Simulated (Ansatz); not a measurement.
**H₅NSi: density, localisation and related maps**

The calculation's input:

```
crystal:
  periodic: [false, false, false]
  atoms:
    - {symbol: Si, position_ang: [0.334482, 0.256592, -0.075050]}
    - {symbol: N, position_ang: [-0.603639, -0.925859, 0.850931]}
    - {symbol: H, position_ang: [1.589155, -0.681117, 0.008053]}
    - {symbol: H, position_ang: [-1.023655, 1.119320, -0.234934]}
    - {symbol: H, position_ang: [1.019286, 1.400566, 0.682192]}
    - {symbol: H, position_ang: [-1.482171, -0.645682, 1.261273]}
    - {symbol: H, position_ang: [-0.113188, -1.616003, 1.401110]}
basis:
  gaussian: {orbitals: "def2-TZVPPD.json"}
hamiltonian: {xc: pbe0, dispersion: d4}
output: {orbitals: {seedname: orbitals}}
```

Launched as:

```sh
ansatz run in.yaml --threads 4 --pin off --events-out ev --progress --plain --max-ram 9574MiB
```

Geometry: PBE0-D4/def2-TZVPD.

Theory: Ansatz 0.2.0, RKS PBE0-D4/def2-TZVPPD.

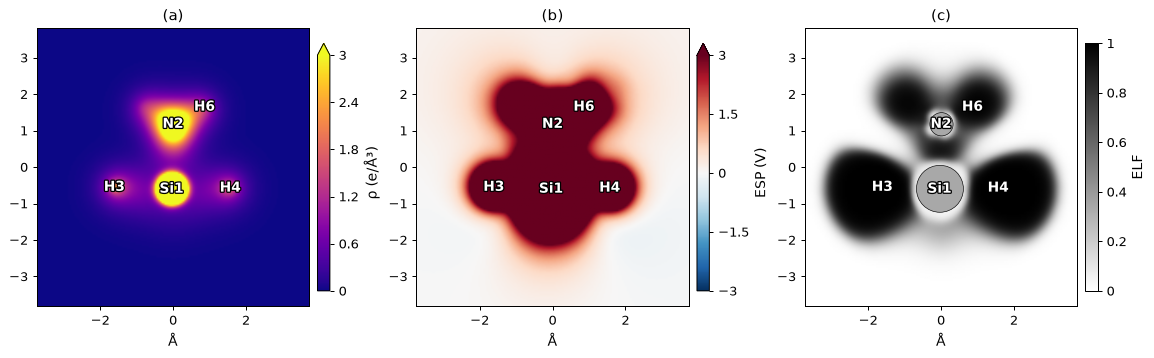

Figure 1. (a) total electron density; (b) electrostatic potential; (c) electron localisation function on the plane of atoms N2, Si1 and H3. Grey discs cover the atomic cores in the ELF map.

Describe what can be read from this map.

Answer. Atoms in the plane: Si, N and H.
Si–N (1.77 Å): the density is about 1 e/Å³ at the midpoint; the ELF peaks at about 0.90 between the atoms, as expected for a polar covalent bond.
N–H (1.01 Å): ρ is about 2.9 e/Å³ halfway; the ELF climbs to about 1 towards the hydrogen, as it does in any bond to H: an ordinary covalent bond to hydrogen.
The potential has no marked negative region in this plane.

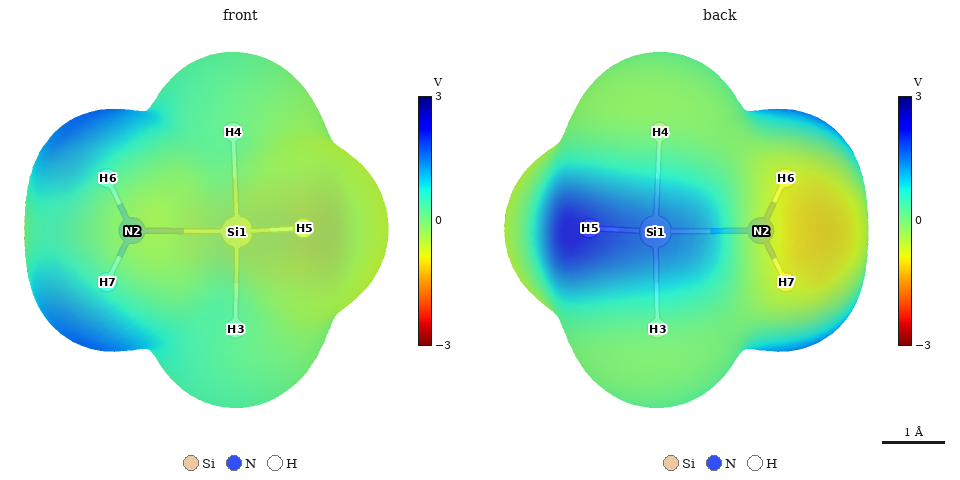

Figure 2. The molecular electrostatic potential painted on the density surface at 0.002 e/bohr³, seen from the front and from behind; red is negative and blue positive.

Where is the surface potential most negative and most positive?

Answer. The most negative region (about −1.2 V, or −28 kcal/mol for a unit charge) lies over N2, the most positive (about +2.2 V, or +51 kcal/mol for a unit charge) over Si1. N2 is the likeliest acceptor of a hydrogen bond.

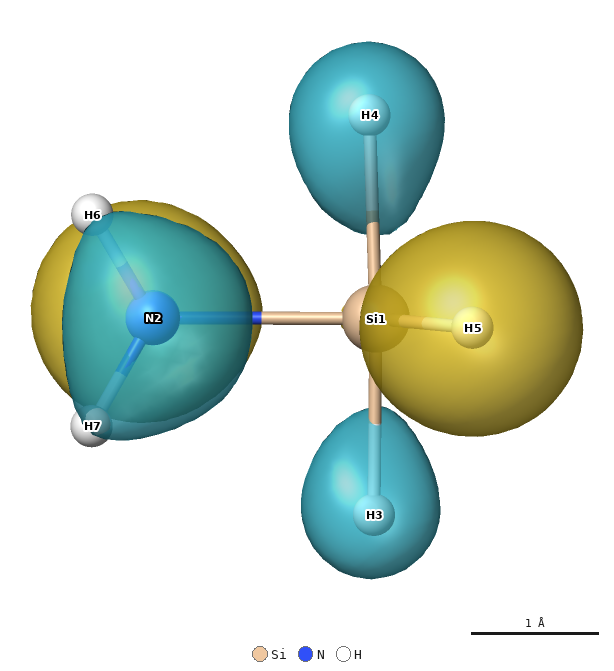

Figure 3. The HOMO at ±0.15 Å⁻³ᐟ² (yellow and cyan are the two phases), seen across its widest extent.

Describe this orbital and give its energy.

Answer. By Hirshfeld shares it lies mainly on N2 (about 40 %), Si1 (about 20 %), H5 (about 20 %) and H4 (about 10 %). Its energy is −7.17 eV.
